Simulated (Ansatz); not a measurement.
## Molecular dynamics, with input and output: TaNH₃BrF₄ (part 4 of 4)

Continued. System: TaNH₃BrF₄. Method: RHF/def2-SVP (Ansatz 0.2.0). It belongs to a series of runs on one base structure; here: dynamics from the highest image of the converged band.

Geometry of the input (Å):
```
Ta 0.0314  -0.3478  0.1215
F  1.9757  0.2837  0.4993
F  -0.3060  -0.1592  1.9562
F  0.5956  -0.8130  -1.6052
F  -0.5939  1.3323  -0.3463
N  -1.4973  -1.5262  -0.0508
H  -2.1160  -1.7730  0.7031
H  -1.7042  -2.0584  -0.8794
Br 1.8951  -2.3940  0.9679
H  2.3603  -0.8475  0.8012
```

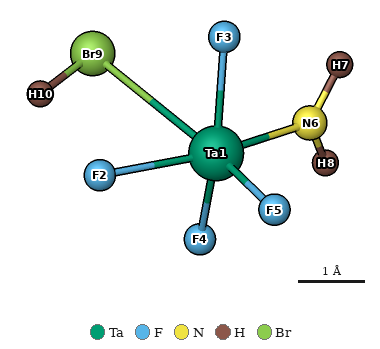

Fig. 1: The geometry at step 163 of the log (ball-and-stick view, seen at a tilt; atoms are numbered from 1 in the order of the input).

## Trajectory as extended XYZ, continued
```
10
Properties=species:S:1:pos:R:3:forces:R:3 step=121 time_fs=60.5 energy=-83875.39637 temperature=608.7
Ta    0.0528   -0.2892    0.1126   -0.2073   0.9630   0.1581
F     1.7843    0.5532    0.2970   -0.4378  -0.5955   0.1070
F    -0.3258   -0.3132    1.9646    0.2037   0.0187  -0.3517
F     0.5707   -0.9735   -1.5577    0.1449   0.1085  -0.1159
F    -0.6965    1.3741   -0.2761   -0.1525  -0.6254  -0.0691
N    -1.4418   -1.6070   -0.0906    0.5859   0.6792   0.1268
H    -2.1548   -1.7578    0.5936   -0.1347  -0.1335   0.2717
H    -1.6199   -2.1545   -0.9082    0.0117  -0.1232  -0.1959
Br    1.9067   -2.4982    1.0109    0.3248  -0.3368   0.1563
H     3.1657   -1.8483    1.1268   -0.3387   0.0451  -0.0874
10
Properties=species:S:1:pos:R:3:forces:R:3 step=126 time_fs=63.0 energy=-83875.38477 temperature=597.7
Ta    0.0512   -0.2844    0.1115    0.3748   1.1501   0.1847
F     1.8032    0.5860    0.2953   -0.9828  -0.9329   0.0502
F    -0.3230   -0.3250    1.9588    0.1794   0.0498  -0.2037
F     0.5604   -0.9785   -1.5533    0.2373   0.1130  -0.2284
F    -0.7120    1.3686   -0.2822   -0.1623  -0.5531  -0.0683
N    -1.4289   -1.6065   -0.0887    0.5358   0.3200  -0.4759
H    -2.1153   -1.7707    0.6215   -0.1714  -0.2464   0.0318
H    -1.5845   -2.1494   -0.9357   -0.0376   0.2827   0.6638
Br    1.9084   -2.5123    1.0155    0.4867  -0.0525   0.1158
H     3.1329   -1.7806    1.0995   -0.4599  -0.1306  -0.0698
10
Properties=species:S:1:pos:R:3:forces:R:3 step=130 time_fs=65.0 energy=-83875.36780 temperature=581.2
Ta    0.0501   -0.2803    0.1107    0.7627   1.2602   0.1801
F     1.8161    0.6102    0.2941   -1.3081  -1.1500   0.0174
F    -0.3204   -0.3342    1.9537    0.1627   0.0746  -0.0660
F     0.5526   -0.9823   -1.5503    0.3079   0.1225  -0.3059
F    -0.7247    1.3629   -0.2872   -0.1816  -0.4628  -0.0748
N    -1.4168   -1.6049   -0.0882    0.1872   0.4251   0.3468
H    -2.0906   -1.7910    0.6456    0.1884  -0.1630  -0.4746
H    -1.5580   -2.1359   -0.9343   -0.1902   0.0018   0.3445
Br    1.9101   -2.5236    1.0191    0.2945  -0.0345   0.0644
H     3.0879   -1.7311    1.0747   -0.2234  -0.0739  -0.0320
10
Properties=species:S:1:pos:R:3:forces:R:3 step=135 time_fs=67.5 energy=-83875.33234 temperature=547.0
Ta    0.0488   -0.2749    0.1098    1.1708   1.3510   0.1334
F     1.8285    0.6371    0.2927   -1.5931  -1.3563  -0.0082
F    -0.3166   -0.3456    1.9471    0.1486   0.1067   0.1099
F     0.5439   -0.9867   -1.5474    0.3868   0.1471  -0.3721
F    -0.7412    1.3544   -0.2937   -0.2160  -0.3203  -0.0897
N    -1.4010   -1.6011   -0.0861    0.2038   0.6898   0.9483
H    -2.0512   -1.8250    0.6523    0.0496  -0.1215  -0.3092
H    -1.5354   -2.1217   -0.9190   -0.2873  -0.4642  -0.4336
Br    1.9123   -2.5378    1.0238   -0.0173  -0.1344   0.0161
H     3.0214   -1.6721    1.0420    0.1541   0.1020   0.0050
10
Properties=species:S:1:pos:R:3:forces:R:3 step=140 time_fs=70.0 energy=-83875.29676 temperature=512.5
Ta    0.0480   -0.2689    0.1089    1.5021   1.3855   0.0485
F     1.8359    0.6598    0.2912   -1.7536  -1.4882  -0.0194
F    -0.3124   -0.3567    1.9409    0.1467   0.1447   0.2815
F     0.5363   -0.9906   -1.5457    0.4618   0.1899  -0.4080
F    -0.7583    1.3450   -0.3005   -0.2594  -0.1492  -0.1113
N    -1.3843   -1.5948   -0.0807    0.0953   0.0031  -0.2750
H    -2.0106   -1.8669    0.6433   -0.3588  -0.1485   0.3254
H    -1.5281   -2.1296   -0.9215   -0.0399   0.0405   0.1428
Br    1.9146   -2.5521    1.0284    0.0555   0.0022  -0.0096
H     2.9622   -1.6084    1.0095    0.1503   0.0200   0.0252
10
Properties=species:S:1:pos:R:3:forces:R:3 step=144 time_fs=72.0 energy=-83875.25705 temperature=474.2
Ta    0.0477   -0.2639    0.1082    1.6901   1.3680  -0.0283
F     1.8378    0.6745    0.2900   -1.8022  -1.5449  -0.0217
F    -0.3087   -0.3652    1.9366    0.1538   0.1786   0.4041
F     0.5313   -0.9933   -1.5453    0.5137   0.2357  -0.4121
F    -0.7726    1.3371   -0.3062   -0.2955  -0.0057  -0.1301
N    -1.3708   -1.5896   -0.0767   -0.6109  -0.7667  -0.4260
H    -1.9905   -1.9059    0.6461   -0.0568   0.1028   0.1407
H    -1.5250   -2.1366   -0.9205    0.1491   0.3808   0.4592
Br    1.9164   -2.5635    1.0322    0.3151   0.2969  -0.0362
H     2.9209   -1.5567    0.9846   -0.0565  -0.2456   0.0505
10
Properties=species:S:1:pos:R:3:forces:R:3 step=149 time_fs=74.5 energy=-83875.21235 temperature=431.0
Ta    0.0478   -0.2571    0.1073    1.7696   1.2721  -0.1302
F     1.8351    0.6885    0.2884   -1.7791  -1.5651  -0.0182
F    -0.3036   -0.3753    1.9323    0.1690   0.2202   0.5118
F     0.5265   -0.9959   -1.5459    0.5518   0.3008  -0.3754
F    -0.7914    1.3272   -0.3137   -0.3303   0.1515  -0.1485
N    -1.3564   -1.5859   -0.0728   -1.1603  -0.9173   0.6123
H    -1.9663   -1.9473    0.6550    0.3424   0.4434  -0.1979
H    -1.5137   -2.1280   -0.9001    0.1151   0.0226  -0.2699
Br    1.9189   -2.5776    1.0368    0.4727   0.5259  -0.0707
H     2.8662   -1.5059    0.9563   -0.1509  -0.4540   0.0867
10
Properties=species:S:1:pos:R:3:forces:R:3 step=153 time_fs=76.5 energy=-83875.19907 temperature=418.2
Ta    0.0483   -0.2514    0.1066    1.6799   1.1271  -0.2274
F     1.8289    0.6961    0.2871   -1.6975  -1.5424  -0.0087
F    -0.2991   -0.3829    1.9300    0.1843   0.2516   0.5531
F     0.5240   -0.9974   -1.5473    0.5619   0.3560  -0.3156
F    -0.8071    1.3196   -0.3200   -0.3427   0.2467  -0.1555
N    -1.3482   -1.5858   -0.0682   -0.8298  -0.5822   0.6355
H    -1.9350   -1.9634    0.6562    0.0361   0.2924   0.1551
H    -1.4997   -2.1185   -0.8920    0.0365  -0.2256  -0.6566
Br    1.9212   -2.5886    1.0404    0.3511   0.4207  -0.0751
H     2.8168   -1.4836    0.9373    0.0202  -0.3443   0.0953
10
Properties=species:S:1:pos:R:3:forces:R:3 step=158 time_fs=79.0 energy=-83875.20494 temperature=423.8
Ta    0.0494   -0.2439    0.1056    1.3746   0.8675  -0.3527
F     1.8163    0.7013    0.2854   -1.5053  -1.4566   0.0119
F    -0.2930   -0.3917    1.9288    0.2099   0.2931   0.5553
F     0.5224   -0.9982   -1.5499    0.5616   0.4265  -0.2217
F    -0.8278    1.3108   -0.3284   -0.3341   0.3256  -0.1533
N    -1.3410   -1.5880   -0.0607   -0.3821  -0.6240  -0.5616
H    -1.8963   -1.9701    0.6683   -0.3976  -0.0541   0.5188
H    -1.4796   -2.1152   -0.9103    0.0455   0.1528   0.1756
Br    1.9242   -2.6021    1.0450    0.0732   0.0711  -0.0476
H     2.7577   -1.4724    0.9185    0.3542  -0.0018   0.0752
10
Properties=species:S:1:pos:R:3:forces:R:3 step=163 time_fs=81.5 energy=-83875.22058 temperature=438.9
Ta    0.0510   -0.2362    0.1045    0.8586   0.5193  -0.4505
F     1.7990    0.7018    0.2838   -1.1992  -1.2969   0.0404
F    -0.2862   -0.3996    1.9293    0.2417   0.3410   0.5017
F     0.5225   -0.9976   -1.5532    0.5434   0.4950  -0.1115
F    -0.8495    1.3031   -0.3372   -0.2918   0.3529  -0.1354
N    -1.3357   -1.5929   -0.0549   -0.5071  -0.6919  -0.1303
H    -1.8766   -1.9768    0.7047   -0.0189   0.1090  -0.2535
H    -1.4577   -2.1053   -0.9212   -0.0955   0.1167   0.5050
Br    1.9273   -2.6155    1.0495    0.0226  -0.0222  -0.0392
H     2.7186   -1.4626    0.9042    0.4463   0.0771   0.0732
10
Properties=species:S:1:pos:R:3:forces:R:3 step=167 time_fs=83.5 energy=-83875.23516 temperature=453.0
Ta    0.0524   -0.2299    0.1035    0.3080   0.1809  -0.5145
F     1.7823    0.6993    0.2826   -0.8694  -1.1134   0.0705
F    -0.2803   -0.4051    1.9308    0.2685   0.3828   0.4149
F     0.5239   -0.9960   -1.5560    0.5123   0.5470  -0.0087
F    -0.8675    1.2977   -0.3446   -0.2299   0.3322  -0.1078
N    -1.3329   -1.5988   -0.0507   -0.3114  -0.1469   0.7885
H    -1.8637   -1.9786    0.7267    0.1140   0.1410  -0.5997
H    -1.4440   -2.0931   -0.9109   -0.2809  -0.3662  -0.0800
Br    1.9298   -2.6262    1.0530    0.1925   0.2124  -0.0718
H     2.7058   -1.4524    0.8961    0.2963  -0.1698   0.1087
10
Properties=species:S:1:pos:R:3:forces:R:3 step=172 time_fs=86.0 energy=-83875.25805 temperature=475.1
Ta    0.0543   -0.2219    0.1021   -0.5063  -0.2862  -0.5964
F     1.7591    0.6930    0.2813   -0.3512  -0.8147   0.1212
F    -0.2720   -0.4109    1.9339    0.3040   0.4389   0.2681
F     0.5271   -0.9925   -1.5597    0.4693   0.6060   0.1219
F    -0.8907    1.2918   -0.3541   -0.1220   0.2656  -0.0598
N    -1.3304   -1.6066   -0.0428    0.3681   0.4489   0.2208
H    -1.8450   -1.9759    0.7271   -0.3535  -0.2309   0.0602
H    -1.4418   -2.0971   -0.9020   -0.3087  -0.4544  -0.1746
Br    1.9331   -2.6395    1.0574    0.3778   0.4804  -0.1118
H     2.7050   -1.4499    0.8919    0.1225  -0.4536   0.1505
10
Properties=species:S:1:pos:R:3:forces:R:3 step=177 time_fs=88.5 energy=-83875.28233 temperature=498.6
Ta    0.0561   -0.2141    0.1005   -1.4094  -0.7661  -0.6676
F     1.7348    0.6842    0.2804    0.2774  -0.4464   0.1854
F    -0.2628   -0.4152    1.9378    0.3421   0.4989   0.1099
F     0.5318   -0.9871   -1.5629    0.4351   0.6522   0.2325
F    -0.9142    1.2869   -0.3638    0.0086   0.1769  -0.0027
N    -1.3266   -1.6128   -0.0342    0.3107   0.0237  -0.6738
H    -1.8450   -1.9850    0.7286   -0.3674  -0.2254   0.2491
H    -1.4567   -2.1249   -0.8990   -0.0978   0.0750   0.5287
Br    1.9366   -2.6524    1.0618    0.3081   0.3561  -0.0970
H     2.7128   -1.4726    0.8965    0.1927  -0.3448   0.1356
10
Properties=species:S:1:pos:R:3:forces:R:3 step=181 time_fs=90.5 energy=-83875.29060 temperature=506.5
Ta    0.0572   -0.2079    0.0991   -2.1657  -1.1477  -0.7029
F     1.7159    0.6760    0.2801    0.8378  -0.1170   0.2429
F    -0.2547   -0.4176    1.9413    0.3685   0.5452  -0.0165
F     0.5365   -0.9812   -1.5650    0.4078   0.6745   0.3024
F    -0.9330    1.2833   -0.3715    0.1224   0.0971   0.0471
N    -1.3226   -1.6176   -0.0289   -0.2744  -0.4053   0.0457
H    -1.8598   -2.0012    0.7386    0.1837   0.2120  -0.3068
H    -1.4737   -2.1467   -0.8780    0.0279   0.1390   0.3519
Br    1.9396   -2.6625    1.0652    0.1146   0.0585  -0.0577
H     2.7274   -1.5055    0.9060    0.3772  -0.0563   0.0938
10
Properties=species:S:1:pos:R:3:forces:R:3 step=186 time_fs=93.0 energy=-83875.27357 temperature=490.2
Ta    0.0578   -0.2007    0.0971   -3.0958  -1.6155  -0.7295
F     1.6949    0.6655    0.2804    1.5476   0.3022   0.3185
F    -0.2435   -0.4190    1.9455    0.3855   0.5945  -0.1692
F     0.5436   -0.9720   -1.5667    0.3686   0.6807   0.3621
F    -0.9562    1.2791   -0.3811    0.2669  -0.0077   0.1107
N    -1.3186   -1.6250   -0.0219   -0.3224  -0.1577   0.6877
H    -1.8688   -2.0101    0.7369    0.3077   0.3578  -0.1546
H    -1.4937   -2.1689   -0.8381    0.0754  -0.1522  -0.4548
Br    1.9434   -2.6752    1.0694    0.0038  -0.0914  -0.0415
H     2.7661   -1.5494    0.9228    0.4627   0.0894   0.0706
10
Properties=species:S:1:pos:R:3:forces:R:3 step=191 time_fs=95.5 energy=-83875.25541 temperature=472.7
Ta    0.0575   -0.1939    0.0948   -3.8792  -2.0139  -0.7377
F     1.6787    0.6560    0.2817    2.1632   0.6715   0.3888
F    -0.2310   -0.4186    1.9491    0.3787   0.6309  -0.2932
F     0.5519   -0.9606   -1.5673    0.3299   0.6590   0.3766
F    -0.9785    1.2748   -0.3903    0.3967  -0.0986   0.1684
N    -1.3157   -1.6330   -0.0126    0.1525   0.0296  -0.3737
H    -1.8631   -2.0004    0.7300   -0.2019   0.0196   0.7109
H    -1.5084   -2.1969   -0.8196    0.2322   0.1023  -0.2585
Br    1.9473   -2.6879    1.0736    0.2326   0.2086  -0.0818
H     2.8306   -1.5904    0.9442    0.1954  -0.2091   0.1002
10
Properties=species:S:1:pos:R:3:forces:R:3 step=195 time_fs=97.5 energy=-83875.25534 temperature=472.6
Ta    0.0563   -0.1890    0.0929   -4.2923  -2.2135  -0.7060
F     1.6706    0.6499    0.2836    2.4944   0.8782   0.4278
F    -0.2202   -0.4167    1.9514    0.3572   0.6485  -0.3607
F     0.5592   -0.9500   -1.5669    0.3001   0.6182   0.3502
F    -0.9955    1.2713   -0.3973    0.4789  -0.1508   0.2059
N    -1.3132   -1.6395   -0.0059    0.0173  -0.2290  -0.5889
H    -1.8639   -1.9896    0.7496   -0.0538   0.0641   0.4516
H    -1.5110   -2.2159   -0.8165    0.3069   0.3824   0.2116
Br    1.9505   -2.6979    1.0769    0.4601   0.4543  -0.1077
H     2.8914   -1.6311    0.9655   -0.0688  -0.4525   0.1163
10
Properties=species:S:1:pos:R:3:forces:R:3 step=200 time_fs=100.0 energy=-83875.28380 temperature=500.1
Ta    0.0535   -0.1835    0.0902   -4.4430  -2.2656  -0.6070
F     1.6676    0.6447    0.2873    2.5982   0.9696   0.4398
F    -0.2057   -0.4126    1.9532    0.3110   0.6518  -0.4114
F     0.5693   -0.9350   -1.5654    0.2586   0.5399   0.2814
F    -1.0154    1.2663   -0.4055    0.5496  -0.1927   0.2409
N    -1.3101   -1.6484    0.0008   -0.1678  -0.0151   0.5147
H    -1.8643   -1.9713    0.7924    0.4455   0.2400  -0.4807
H    -1.4990   -2.2218   -0.8037    0.1067   0.0690   0.0261
Br    1.9548   -2.7101    1.0810    0.4765   0.4224  -0.0987
H     2.9640   -1.7054    0.9981   -0.1353  -0.4191   0.0951
```
